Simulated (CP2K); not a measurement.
**C3H6OSi (SMILES CC#C[SiH2]O), step by step**

Aim: a geometry optimisation (MNDOD), then the harmonic vibrations of C3H6OSi. 

The results are computed with CP2K 2026.2.

**1. The structure to begin with**

C3H6OSi has 11 atoms, charge 0, and is taken as a singlet. As SMILES, `CC#C[SiH2]O`. The shape is that of a GFN2-xTB optimisation. This is one conformer, not always the lowest. The run starts from this shape.

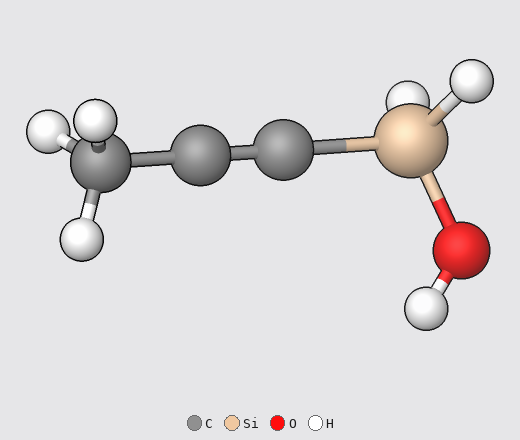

Viewed from a chosen angle; carbon grey, silicon light orange, oxygen red, hydrogen white.

**2. A geometry optimisation at MNDOD (run 1)**

File calc.inp:

```
&GLOBAL
    PROJECT_NAME calc
    RUN_TYPE GEO_OPT
    PRINT_LEVEL LOW
&END GLOBAL

&FORCE_EVAL
    METHOD Quickstep
    &DFT
        CHARGE 0
        MULTIPLICITY 1
        &QS
            METHOD MNDOD
            EPS_DEFAULT 1.0E-10
            &SE
                &COULOMB
                    CUTOFF [angstrom] 50
                    RC_RANGE [angstrom] 0
                &END COULOMB
                &EXCHANGE
                    CUTOFF [angstrom] 50
                    RC_RANGE [angstrom] 0
                &END EXCHANGE
            &END SE
        &END QS
        &POISSON
            PERIODIC NONE
            POISSON_SOLVER ANALYTIC
        &END POISSON
        &SCF
            SCF_GUESS ATOMIC
            EPS_SCF 1.0E-07
            MAX_SCF 100
            ADDED_MOS 2
            &DIAGONALIZATION
                ALGORITHM STANDARD
            &END DIAGONALIZATION
            &MIXING
                METHOD DIRECT_P_MIXING
                ALPHA 0.4
            &END MIXING
        &END SCF
        &PRINT
            &MOMENTS
                PERIODIC F
                REFERENCE COM
                MAX_MOMENT 1
            &END MOMENTS
            &MULLIKEN OFF
            &END MULLIKEN
            &HIRSHFELD OFF
            &END HIRSHFELD
        &END PRINT
    &END DFT
    &SUBSYS
        &CELL
            ABC [angstrom] 12.9 15.5 15.2
            PERIODIC NONE
        &END CELL
        &COORD
            C     -0.349030    -1.839150     1.605000
            C     -0.072050    -0.697980     0.760040
            C      0.154920     0.252570     0.055640
            Si     0.516000     1.710300    -1.023870
            O     -0.171690     1.505360    -2.489990
            H      0.582400    -2.336030     1.876310
            H     -0.988090    -2.548760     1.078870
            H     -0.855050    -1.515360     2.514540
            H     -0.072760     2.912830    -0.434590
            H      1.957970     1.813040    -1.245850
            H     -0.702630     0.743180    -2.696090
        &END COORD
        &TOPOLOGY
            &CENTER_COORDINATES
            &END CENTER_COORDINATES
        &END TOPOLOGY
    &END SUBSYS
&END FORCE_EVAL

&MOTION
    &GEO_OPT
        OPTIMIZER LBFGS
        MAX_ITER 100
        MAX_FORCE 1.0E-04
        RMS_FORCE 6.7E-05
    &END GEO_OPT
    &PRINT
        &TRAJECTORY
            &EACH
                GEO_OPT 1
            &END EACH
        &END TRAJECTORY
        &FORCES ON
            &EACH
                GEO_OPT 1
            &END EACH
        &END FORCES
        &RESTART OFF
        &END RESTART
        &RESTART_HISTORY OFF
        &END RESTART_HISTORY
    &END PRINT
&END MOTION
```

Command:

```sh
$ OMP_NUM_THREADS=1 cp2k.psmp -i calc.inp -o calc.out
```

What it wrote:

```text
CP2K| version string:                                       CP2K version 2026.2
[...]
 GLOBAL| Method name                                                        CP2K
[...]
 GLOBAL| Run type                                                        GEO_OPT
[...]
                             - Atoms:                                         11
[...]
                             - Spherical basis functions:                     31
[...]
 Number of electrons:                                                         28
[...]
     1 P_Mix/Diag. 0.40E+00    0.0     0.89593434       -23.8813405415 -2.39E+01
[...]
  *** SCF run converged in    19 steps ***
[...]
 ENERGY| Total FORCE_EVAL ( QS ) energy [hartree]            -32.243694575959942
[...]
 OPT| Step number                                                              1
[...]
 OPT| Total energy [hartree]                                      -32.2500830056
[...]
 OPT| Step number                                                             79
[...]
 OPT| Total energy [hartree]                                      -32.2554200325
[...]
 OPT| Step number                                                             80
[...]
 OPT| Total energy [hartree]                                      -32.2554202569
[...]
 ***                    GEOMETRY OPTIMIZATION COMPLETED                      ***
[...]
    10 DIIS/Diag.  0.58E-07    0.0     0.00000007       -32.2554202569 -1.07E-13
  *** SCF run converged in    10 steps ***
  Core-core repulsion energy [eV]:                           1762.78285137540570
  Core Hamiltonian energy [eV]:                             -1382.87961106093326
  Two-electron integral energy [eV]:                        -2515.23572475913306
  Electronic energy [eV]:                                   -2640.49747344050002
  Total energy [eV]:                                         -877.71462206509420
  Atomic reference energy [eV]:                               875.69037740532417
  Heat of formation [kcal/mol]:                               -46.68019449855606
[...]
 SE_DIPOLE| Moment [Debye]          1.76318003       1.46398765      -0.50943398
 SE_DIPOLE| Derivative [a.u.]       0.00000000       0.00000000       0.00000000
 ENERGY| Total FORCE_EVAL ( QS ) energy [hartree]            -32.255420256901715
[...]
```

It took 3.6 s on 1 thread of Arm Neoverse N1, shared host; peak memory 0.14 GiB.

The path in brief:

```tsv
step	energy from the first frame kept (eV)	largest force (eV/Å)
1	0.0000	1.9392
5	-0.0799	0.7551
9	-0.1216	0.1042
13	-0.1238	0.0736
17	-0.1261	0.0669
21	-0.1268	0.0339
25	-0.1275	0.0378
29	-0.1287	0.0576
33	-0.1294	0.0557
37	-0.1297	0.0482
41	-0.1298	0.0556
45	-0.1308	0.1489
49	-0.1329	0.3172
53	-0.1351	0.1240
57	-0.1383	0.0873
61	-0.1424	0.2284
65	-0.1444	0.1704
69	-0.1450	0.0684
73	-0.1452	0.0222
77	-0.1452	0.0217
81	-0.1452	0.0047
```

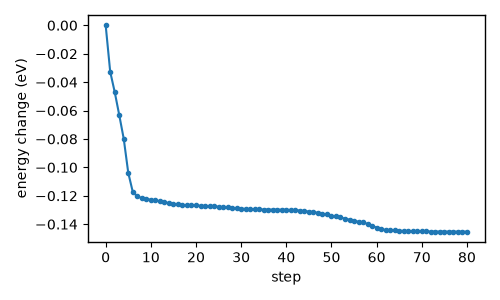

Energy along the run.

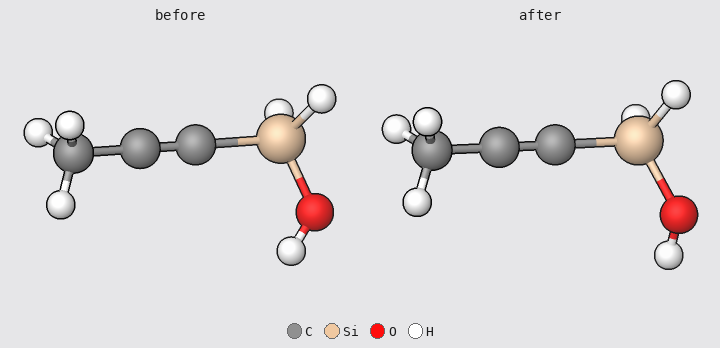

Before and after, at one scale.

After the run. Bond lengths: C1–C2 1.448 Å, C2–C3 1.208 Å, C3–Si4 1.801 Å, Si4–O5 1.708 Å, C1–H6 1.111 Å, C1–H7 1.111 Å, C1–H8 1.111 Å, Si4–H9 1.418 Å, Si4–H10 1.413 Å, O5–H11 0.942 Å. Some angles: C1–C2–C3 179.8°, C2–C3–Si4 179.6°, C3–Si4–O5 112.3°, C2–C1–H6 110.9°, C2–C1–H7 110.9°, C2–C1–H8 110.9°, C3–Si4–H9 108.0°, C3–Si4–H10 110.1°, O5–Si4–H9 111.0°, O5–Si4–H10 106.3°.

**3. The harmonic vibrations at MNDOD (run 2)**

File calc.py:

```python
import numpy as np
from ase import Atoms
from ase.calculators.cp2k import CP2K
from ase.vibrations import Vibrations
from ase.thermochemistry import IdealGasThermo

atoms = Atoms(['C', 'C', 'C', 'Si', 'O', 'H', 'H', 'H', 'H', 'H', 'H'],
              positions=[(5.641338, 5.728968, 9.348340),
                         (5.910469, 6.850299, 8.472131),
                         (6.133758, 7.787839, 7.743892),
                         (6.478102, 9.186397, 6.662522),
                         (5.953070, 8.910891, 5.060300),
                         (6.583788, 5.218706, 9.641302),
                         (4.988315, 4.982412, 8.847474),
                         (5.130094, 6.065378, 10.275746),
                         (5.848854, 10.332476, 7.212484),
                         (7.871153, 9.412559, 6.590621),
                         (5.076707, 8.771690, 4.743723)])
atoms.set_cell([12.9, 15.4, 15.5])
atoms.center()
template = """
&FORCE_EVAL
    METHOD Quickstep
    &DFT
        &QS
            METHOD MNDOD
            EPS_DEFAULT 1.0E-10
            &SE
                &COULOMB
                    CUTOFF [angstrom] 50
                    RC_RANGE [angstrom] 0
                &END COULOMB
                &EXCHANGE
                    CUTOFF [angstrom] 50
                    RC_RANGE [angstrom] 0
                &END EXCHANGE
            &END SE
        &END QS
        &POISSON
            PERIODIC NONE
            POISSON_SOLVER ANALYTIC
        &END POISSON
        &SCF
            SCF_GUESS ATOMIC
            EPS_SCF 1.0E-08
            MAX_SCF 100
            ADDED_MOS 2
            &DIAGONALIZATION
                ALGORITHM STANDARD
            &END DIAGONALIZATION
            &MIXING
                METHOD DIRECT_P_MIXING
                ALPHA 0.4
            &END MIXING
        &END SCF
        &PRINT
            &MOMENTS
                PERIODIC F
                REFERENCE COM
                MAX_MOMENT 1
            &END MOMENTS
            &MULLIKEN OFF
            &END MULLIKEN
            &HIRSHFELD OFF
            &END HIRSHFELD
        &END PRINT
    &END DFT
    &SUBSYS
    &END SUBSYS
&END FORCE_EVAL
"""
calc = CP2K(command="cp2k.psmp -s", label="run", inp=template, basis_set=None, basis_set_file=None, potential_file=None, pseudo_potential=None, xc=None, cutoff=None, max_scf=None, charge=None, uks=False,
            force_eval_method=None, print_level="LOW", poisson_solver=None, stress_tensor=False)
atoms.calc = calc
energy = atoms.get_potential_energy()
print(f"energy {energy:.6f} eV")
vib = Vibrations(atoms, delta=0.01)
vib.run()
vib.summary()
modes = vib.get_energies()[-27:]
thermo = IdealGasThermo(vib_energies=modes, potentialenergy=energy, atoms=atoms, geometry="nonlinear", symmetrynumber=1, spin=0, ignore_imag_modes=True)
thermo.get_gibbs_energy(temperature=298.15, pressure=101325.0)
```

Command:

```sh
$ OMP_NUM_THREADS=1 python calc.py
```

What it wrote:

```text
energy -877.714622 eV
---------------------
  #    meV     cm^-1
---------------------
  0    0.3i      2.4i
  1    0.0i      0.1i
  2    0.0i      0.0i
  3    0.0i      0.0i
  4    0.5       3.7
  5    0.9       7.6
  6    1.8      14.3
  7   15.0     120.7
  8   20.8     167.9
  9   24.3     196.2
 10   37.8     304.8
 11   55.8     450.2
 12   63.3     510.4
 13   74.9     603.8
 14   84.4     680.8
 15   99.1     798.9
 16  103.8     837.3
 17  121.4     979.1
 18  125.2    1009.4
 19  131.7    1062.0
 20  135.4    1091.7
 21  135.4    1092.5
 22  152.8    1232.1
 23  176.3    1422.2
 24  176.4    1422.5
 25  184.2    1486.1
 26  293.9    2370.4
 27  295.0    2379.1
 28  297.6    2400.0
 29  403.9    3257.3
 30  403.9    3258.0
 31  413.4    3334.3
 32  500.1    4033.4
---------------------
Zero-point energy: 2.264 eV
Enthalpy components at T = 298.15 K:
===============================
Enthalpy components at T = 298.15 K:
===============================
E_pot               -877.715 eV
E_ZPE                  2.264 eV
Cv_trans (0->T)        0.039 eV
Cv_rot (0->T)          0.039 eV
Cv_vib (0->T)          0.117 eV
-------------------------------
U                   -875.257 eV
===============================
(C_v -> C_p)           0.026 eV
-------------------------------
H                   -875.231 eV
===============================

Entropy components at T = 298.15 K and P = 101325.0 Pa:
=================================================
{"":15s}{"S":13s}     {"T*S:13s}
S_trans (1 bar)    0.0017042 eV/K        0.508 eV
S_rot              0.0011584 eV/K        0.345 eV
S_elec             0.0000000 eV/K        0.000 eV
S_vib              0.0008441 eV/K        0.252 eV
S (1 bar -> P)    -0.0000011 eV/K       -0.000 eV
-------------------------------------------------
S                  0.0037056 eV/K        1.105 eV
=================================================

Free energy components at T = 298.15 K and P = 101325.0 Pa:
=======================
    H       -875.231 eV
 -T*S         -1.105 eV
-----------------------
    G       -876.336 eV
=======================
```

run.out, shortened:

```text
CP2K| version string:                                       CP2K version 2026.2
[...]
 GLOBAL| Method name                                                        CP2K
[...]
 GLOBAL| Run type                                                   ENERGY_FORCE
[...]
 *** WARNING in qs_kind_types.F:2264 :: Information provided in the input ***
 *** file regarding BASIS for KIND <C> will be ignored!                   ***
 *** WARNING in qs_kind_types.F:2264 :: Information provided in the input ***
 *** file regarding BASIS for KIND <Si> will be ignored!                  ***
 *** WARNING in qs_kind_types.F:2264 :: Information provided in the input ***
 *** file regarding BASIS for KIND <O> will be ignored!                   ***
 *** WARNING in qs_kind_types.F:2264 :: Information provided in the input ***
 *** file regarding BASIS for KIND <H> will be ignored!                   ***
[...]
  *** SCF run converged in    31 steps ***
[...]
  *** SCF run converged in    24 steps ***
[...]
  Core-core repulsion energy [eV]:                           1762.20273627536426
  Core Hamiltonian energy [eV]:                             -1382.85778259050448
  Two-electron integral energy [eV]:                        -2514.11329130851664
  Electronic energy [eV]:                                   -2639.91442824476280
  Total energy [eV]:                                         -877.71169196939854
  Atomic reference energy [eV]:                               875.69037740532417
  Heat of formation [kcal/mol]:                               -46.61262488125863
[...]
 SE_DIPOLE| Moment [Debye]          1.76424974       1.46873539      -0.52936389
 SE_DIPOLE| Derivative [a.u.]       0.00000000       0.00000000       0.00000000
 ENERGY| Total FORCE_EVAL ( QS ) energy [hartree]            -32.255312577861545
[...]
 Number of electrons:                                                         28
[...]
     1 P_Mix/Diag. 0.40E+00    0.0     0.02341016       -32.2535371184 -3.23E+01
[...]
    13 DIIS/Diag.  0.56E-07    0.0     0.00000021
```

Run time: 5.7 s. Hardware: 1 thread of Arm Neoverse N1, shared host; peak memory 0.14 GiB.

**4. Outcome**

```
                                                               quantity             value
                                  run 1, MNDOD: total energy at the end      -32.25542 Eh
                                            run 1, MNDOD: dipole moment            2.35 D
                                        run 1, MNDOD: heat of formation    -46.7 kcal/mol
                               run 2, MNDOD: lowest harmonic wavenumber           14 cm⁻¹
                              run 2, MNDOD: highest harmonic wavenumber         4033 cm⁻¹
                                        run 2, MNDOD: zero-point energy      218.4 kJ/mol
run 2, MNDOD: ideal-gas entropy at 298.15 K (symmetry number 1 as used)  85.5 cal/(mol K)
```

In words: The optimisation (run 1, MNDOD) took 80 steps. All 27 modes (run 2, MNDOD) are real, though the softest (14 cm⁻¹) is within numerical noise.
